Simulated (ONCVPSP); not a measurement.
## Pseudopotential generation, with input and output: Cl

Chlorine (Cl, Z = 17), core [He], reference valence 2s2 2p6 3s2 3p5, valence charge 15. Computed at this level: ONCV potential, LDA (Perdew-Zunger), scalar-relativistic, made with ONCVPSP 4.0.1.

### Key numbers

- outcome: generated
- cutoffs needed: 258 Ha and 295 Ha (the cutoffs at which the residual kinetic energy of the hardest occupied pseudo-wave falls to 1 and 0.1 mHa per electron)
- ghost test: no bound ghost flagged; no localised positive-energy state flagged
- largest excitation error: +10 meV (all-electron minus pseudo) for 2s2 2p6 3s2 3p2, out of 4 test configurations
- rms error of d²Exc/dni dnj: 3.92 mHa without and 2.28 mHa with the model core
- range over which the phases arctan(r R′/R) at the test radius agree within 0.05 rad (a looser test near the poles than one of phase shifts): s: over the whole range computed; p: over the whole range computed; d: not judged, local potential alone; f: not judged, local potential alone
- hardware: 1 CPU thread, shared host
- wall time: 2.7 s

### Notes

Warnings of the program, in the generation or the tests: wellstate: negative energy specified for n= 4 l= 0.

### Input
```
# ATOM AND REFERENCE CONFIGURATION
# atsym  z   nc   nv     iexc    psfile
  Cl 17.00    1    4        3      upf
#
#   n    l    f
    1    0    2.00
    2    0    2.00
    2    1    6.00
    3    0    2.00
    3    1    5.00
#
# PSEUDOPOTENTIAL AND OPTIMIZATION
# lmax
    1
#
#   l,   rc,      ep,       ncon, nbas, qcut
    0    0.90    0.00    3    6   16.60
    1    0.60    0.00    4    8   27.40
#
# LOCAL POTENTIAL
# lloc, lpopt,  rc(5),   dvloc0
    4    5    0.45    0.00
#
# VANDERBILT-KLEINMAN-BYLANDER PROJECTORs
# l, nproj, debl
    0    3    0.40
    1    2    3.80
#
# MODEL CORE CHARGE
# icmod, fcfact, rcfact
    1    0.15    0.00
#
# LOG DERIVATIVE ANALYSIS
# epsh1, epsh2, depsh
  -11.00    5.00    0.04
#
# OUTPUT GRID
# rlmax, drl
    6.00    0.01
#
# TEST CONFIGURATIONS
# ncnf
    4
# nvcnf
#   n    l    f
    4
    2    0    2.00
    2    1    6.00
    3    0    2.00
    3    1    4.00
#
    4
    2    0    2.00
    2    1    6.00
    3    0    2.00
    3    1    3.00
#
    4
    2    0    2.00
    2    1    6.00
    3    0    2.00
    3    1    2.00
#
    4
    2    0    2.00
    2    1    6.00
    3    0    1.00
    3    1    5.00
#
```

Command:
```bash
oncvpsp.x < Cl.dat > Cl.out
```

### Output (extracts)
```
ONCVPSP  (Optimized Norm-Conservinng Vanderbilt PSeudopotential)
scalar-relativistic version 4.0.1

#   n    l    f        energy (Ha)
    1    0    2.00    -1.0076505E+02
    2    0    2.00    -9.2509075E+00
    2    1    6.00    -7.0424560E+00
    3    0    2.00    -7.6048890E-01
    3    1    5.00    -3.1991320E-01

Reference configufation results
  iterations    21
  all-electron total energy (Ha)   -4.60115573D+02

Begin loop to  construct optimized pseudo wave functions
and semi-local pseudopoentials for all angular momenta

WARNING wellstate: negative energy specified for n= 4 l=  0
WARNING scattering state with energy  0.25000000
WARNING will be used for the first projector

   Wellstate for l =  0  n =  4
     eigenvalue =   0.2500
     asymptotic potential =   0.7500
     half-point radius =  5.1227

Calculating optimized projector #   1

 for l=   0

    Fraction of norm inside rc  0.976163
    Optimizing pswf for qcut=  16.58 a_B^-1,  ecut= 137.41 Ha
    Residual kinetic energy error=  1.12D-08 Ha

    Energy error per electron        Cutoff
         Ha          eV             Ha
         0.01000     0.27211       41.42
         0.00100     0.02721       52.86
         0.00010     0.00272       62.53
         0.00001     0.00027       70.37

Calculating optimized projector #   2

 for l=   0

    Fraction of norm inside rc  0.108755
    Optimizing pswf for qcut=  16.58 a_B^-1,  ecut= 137.41 Ha
    Residual kinetic energy error=  1.10D-08 Ha

    Energy error per electron        Cutoff
         Ha          eV             Ha
         0.01000     0.27211       32.36
         0.00100     0.02721       42.83
         0.00010     0.00272       54.82
         0.00001     0.00027       96.78

Calculating optimized projector #   3

 for l=   0

    Fraction of norm inside rc  0.025354
    Optimizing pswf for qcut=  16.58 a_B^-1,  ecut= 137.41 Ha
    Residual kinetic energy error=  3.34D-09 Ha

    Energy error per electron        Cutoff
         Ha          eV             Ha
         0.01000     0.27211       25.17
         0.00100     0.02721       36.66
         0.00010     0.00272       46.45
         0.00001     0.00027       84.89

Calculating optimized projector #   1

 for l=   1

    Fraction of norm inside rc  0.842758
    Optimizing pswf for qcut=  27.41 a_B^-1,  ecut= 375.66 Ha
    Residual kinetic energy error=  6.67D-08 Ha

    Energy error per electron        Cutoff
         Ha          eV             Ha
         0.01000     0.27211      212.98
         0.00100     0.02721      257.65
         0.00010     0.00272      294.66
         0.00001     0.00027      324.86

Calculating optimized projector #   2

 for l=   1

    Fraction of norm inside rc  0.033264
    Optimizing pswf for qcut=  27.41 a_B^-1,  ecut= 375.66 Ha
    Residual kinetic energy error=  2.89D-08 Ha

    Energy error per electron        Cutoff
         Ha          eV             Ha
         0.01000     0.27211      165.83
         0.00100     0.02721      222.33
         0.00010     0.00272      269.41
         0.00001     0.00027      307.87

Construct Vanderbilt / Kleinmman-Bylander projectors

B matrix Hermiticity error, ll=   0
   1   2    1.6658E-03
   1   3   -8.8051E-04
   2   3    4.0637E-05

  Orthonormal projector coefficients  2.5556E+01  5.8202E+00  5.6682E-01

B matrix Hermiticity error, ll=   1
   1   2    1.1219E-03

  Orthonormal projector coefficients -2.8803E+01 -6.4189E+00

Model core correction analysis
  based on d2Exc/dn_idn_j

d2excae - all-electron derivatives

   -1.008685D-01   -9.349359D-02   -7.274582D-03   -4.471651D-03
   -9.349441D-02   -1.042312D-01   -7.201562D-03   -5.564856D-03
   -7.274913D-03   -7.201889D-03   -2.081184D-03   -1.368422D-03
   -4.471851D-03   -5.565115D-03   -1.368446D-03   -9.828723D-04

d2excps - pseudofunction derivatives with no core correction

   -1.023047D-01   -1.035420D-01   -7.830111D-03   -5.512014D-03
   -1.035418D-01   -1.103356D-01   -7.998408D-03   -5.932464D-03
   -7.830538D-03   -7.998810D-03   -2.160793D-03   -1.458011D-03
   -5.512277D-03   -5.932789D-03   -1.458035D-03   -1.008118D-03

rms 2nd derivative error    3.917838E-03

Polynomial model core charge

d2excps - pseudofunction derivatives with core correction

   -9.562450D-02   -9.860442D-02   -7.081439D-03   -5.132411D-03
   -9.860407D-02   -1.057599D-01   -7.459430D-03   -5.588796D-03
   -7.081687D-03   -7.459759D-03   -2.076471D-03   -1.416264D-03
   -5.132607D-03   -5.589066D-03   -1.416287D-03   -9.820471D-04

rms 2nd derivative error    2.279705E-03

Pseudoatom total energy -181.563520

Diagnostic tests using Vanderbilt-Kleinman-Bylander pseudopotentials
  1 or more projectors used as specified by nproj input data

   l    rcore       rmatch      e in        delta e   norm test  slope test

   0   0.9020566   0.9294450  -9.2509075   0.0000352   1.0003146   1.0002648
   0   0.9020566   0.9294450  -0.7604889   0.0000329   1.0000813   1.0000405
   0   0.9020566   0.9294450   0.2500000   0.0002005   1.0003415   1.0003415

   1   0.6005803   0.6188152  -7.0424560  -0.0002041   1.0002924   1.0003607
   1   0.6005803   0.6188152  -0.3199132   0.0000700   1.0002196   1.0002466

 Testing for bound ghosts
   n   l    E NL Schr. Eq   E Basis Diag.   E Cutoff

   1   0       -9.250872       -9.250868    234.09
   2   0       -0.760456       -0.634224    234.09

   2   1       -7.042660       -7.041457    839.66
   3   1       -0.319843        0.961414    839.66

 Testing for highly-localized positive-energy ghosts
       l    <radius>/rc     E Basis Diag.   E Cutoff

Test configuration 0

   n   l     f        eae           eps        diff
   1   0  2.0000 -100.76504567
   2   0  2.0000   -9.25090753   -9.25087231    3.52D-05
   2   1  6.0000   -7.04245602   -7.04266009   -2.04D-04
   3   0  2.0000   -0.76048890   -0.76045604    3.29D-05
   3   1  5.0000   -0.31991320   -0.31984320    7.00D-05

    Total energies and differences
      AE_ref= -4.60115573D+02  AE_tst= -4.60115573D+02  dif=  0.00D+00
      PS_ref= -1.81563520D+02  PS_tst= -1.81563520D+02  dif=  0.00D+00
      PSP excitation error=  0.00D+00

Test configuration 1

   n   l     f        eae           eps        diff
   1   0  2.0000 -101.24559388
   2   0  2.0000   -9.72113509   -9.72123772   -1.03D-04
   2   1  6.0000   -7.51392848   -7.51350552    4.23D-04
   3   0  2.0000   -1.17825233   -1.17822457    2.78D-05
   3   1  4.0000   -0.71703719   -0.71690861    1.29D-04

    Total energies and differences
      AE_ref= -4.60115573D+02  AE_tst= -4.59602121D+02  dif=  5.13D-01
      PS_ref= -1.81563520D+02  PS_tst= -1.81050120D+02  dif=  5.13D-01
      PSP excitation error=  5.12D-05

Test configuration 2

   n   l     f        eae           eps        diff
   1   0  2.0000 -101.81808400
   2   0  2.0000  -10.27358267  -10.27406890   -4.86D-04
   2   1  6.0000   -8.06870772   -8.06728762    1.42D-03
   3   0  2.0000   -1.64892881   -1.64892468    4.13D-06
   3   1  3.0000   -1.16734077   -1.16710709    2.34D-04

    Total energies and differences
      AE_ref= -4.60115573D+02  AE_tst= -4.58663991D+02  dif=  1.45D+00
      PS_ref= -1.81563520D+02  PS_tst= -1.80112092D+02  dif=  1.45D+00
      PSP excitation error=  1.54D-04

Test configuration 3

   n   l     f        eae           eps        diff
   1   0  2.0000 -102.47413956
   2   0  2.0000  -10.89835737  -10.89949866   -1.14D-03
   2   1  6.0000   -8.69706288   -8.69421978    2.84D-03
   3   0  2.0000   -2.16247186   -2.16250413   -3.23D-05
   3   1  2.0000   -1.66164800   -1.66123256    4.15D-04

    Total energies and differences
      AE_ref= -4.60115573D+02  AE_tst= -4.57252990D+02  dif=  2.86D+00
      PS_ref= -1.81563520D+02  PS_tst= -1.78701306D+02  dif=  2.86D+00
      PSP excitation error=  3.68D-04

Test configuration 4

   n   l     f        eae           eps        diff
   1   0  2.0000 -101.29119251
   2   0  2.0000   -9.76761221   -9.76922025   -1.61D-03
   2   1  6.0000   -7.55935394   -7.56168977   -2.34D-03
   3   0  1.0000   -1.20165020   -1.20164499    5.22D-06
   3   1  5.0000   -0.73722390   -0.73718102    4.29D-05

    Total energies and differences
      AE_ref= -4.60115573D+02  AE_tst= -4.59139294D+02  dif=  9.76D-01
      PS_ref= -1.81563520D+02  PS_tst= -1.80587216D+02  dif=  9.76D-01
      PSP excitation error= -2.48D-05
```

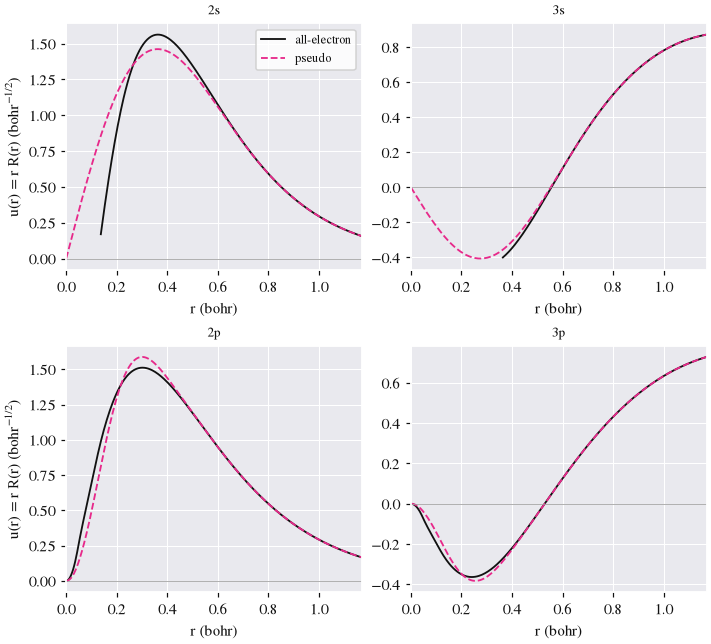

Figure 1. All-electron valence functions (solid) with their pseudo partners (dashed). The innermost oscillations of some all-electron curves aren't drawn. Reference configuration 2s2 2p6 3s2 3p5.

- Matching radii: 2s at 0.90 bohr; 3s at 0.90 bohr; 2p at 0.60 bohr; 3p at 0.60 bohr. The curves merge smoothly, so the plot gives these only roughly.
- Nodes of the pseudo-waves: 2s has no node; 3s has a node at about 0.6 bohr; 2p has no node; 3p has a node at about 0.5 bohr. A node in 3s and 3p is expected, since a lower shell of the same l is also in the valence and the two must stay orthogonal.
- Cutoffs needed: 258 Ha (loose) and 295 Ha (tight), as the cutoffs at which the residual kinetic energy of the hardest occupied pseudo-wave falls to 1 and 0.1 mHa per electron.

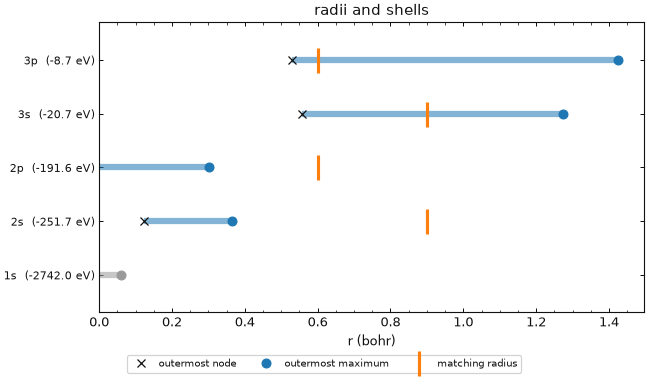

Figure 2. Outer shells of the all-electron reference atom: each bar runs from the outermost node (or the nucleus) to the outermost maximum of u(r); the tick is the radius chosen for the pseudo-wave. Shells without a tick have no pseudo-wave of their own. Levels, nodes and maxima are from ld1.x, scalar-relativistic.

- Radii against the shells: 2s: 0.90 bohr, outside the maximum; 2p: 0.60 bohr, outside the maximum; 3s: 0.90 bohr, between node and maximum; 3p: 0.60 bohr, between node and maximum.

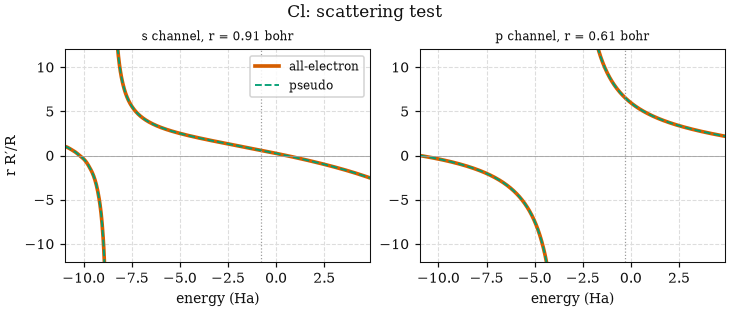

Figure 3. Logarithmic derivatives r R′/R at the test radius against energy, all-electron atom (solid) and pseudo-atom (dashed). Here R(r) is the radial function. The dotted line marks the reference energy of the channel. Not drawn: d: not judged; f: not judged.

- Ghost states: the plot shows none: pseudo and all-electron curves have the same branches in all channels drawn. The separate test gives: no bound ghost flagged; no localised positive-energy state flagged.
- Poles, where the radial function vanishes at the test radius: s: all-electron at -8.6 Ha, pseudo at -8.6 Ha; p: all-electron at -3.2 Ha, pseudo at -3.2 Ha.
- Zeros of the logarithmic derivative: s: all-electron -10.2 and 0.5 Ha, pseudo -10.2 and 0.5 Ha; p: all-electron nowhere, pseudo nowhere.
